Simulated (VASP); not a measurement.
Band structure of La (dhcp). These are PBEsol GGA, VASP's PBE PAW potentials (set 64) (plane waves; VASP) values and carry that method's errors.

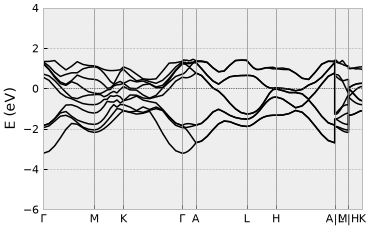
Fig. 1. Bands along high-symmetry lines, zero at the valence-band maximum or, without a gap, the Fermi level

### Question
Read the plot: is there a gap, and where are the band edges?

### Answer
It has no gap at this level: it comes out as a metal or semimetal. (Edges off the drawn lines would not show.)

The compound is La in the dhcp structure. It was relaxed first, which changed the volume by -9 %.
